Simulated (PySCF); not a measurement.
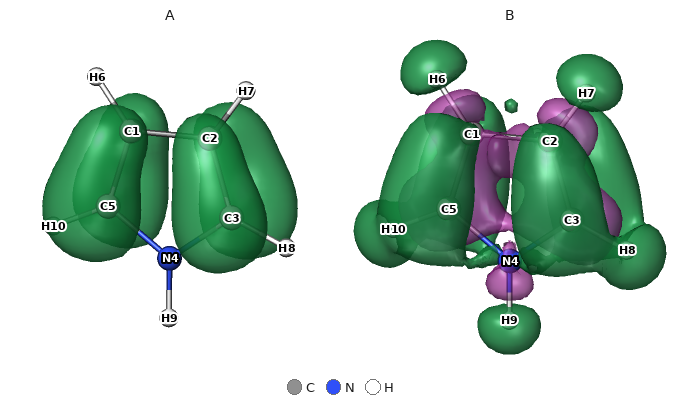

C₄H₅N, SMILES `c1cc[nH]c1`. The Fukui function f⁻ from two separate SCF calculations and the density of the HOMO, at ±0.02 e/Å³ (green positive, purple negative).

Computed with PySCF, HF/cc-pVDZ, geometry: GFN2-xTB. No frequency check shows the geometry to be a minimum.

Cartesian coordinates (Å):

```
C1      -0.9747   -0.7067    0.0000
C2      -0.9778    0.7025    0.0000
C3       0.3275    1.1091    0.0000
N4       1.1154    0.0023    0.0000
C5       0.3323   -1.1076    0.0000
H6      -1.8360   -1.3450    0.0000
H7      -1.8418    1.3371    0.0000
H8       0.7482    2.0954    0.0000
H9       2.1214    0.0045    0.0000
H10      0.7574   -2.0920    0.0000
```

Which panel is which, and how good is the frozen-orbital picture?

B is f⁻ (it has negative regions), A the HOMO density. The HOMO lies on C3 and C5 (29 % each), C1 and C2 (15 % each) and N4 (5 %); f⁻ (Hirshfeld-condensed) is largest on C3 and C5 (0.20 each) and C1 and C2 (0.12 each); the vertical ionisation energy is 6.80 eV. Relaxation shifts 22 % of the electron between atoms. The orbital energy is −7.96 eV.

The PySCF run took 22 s on 1 thread of Arm Neoverse V1, on a shared host, peak memory 0.2 GiB.
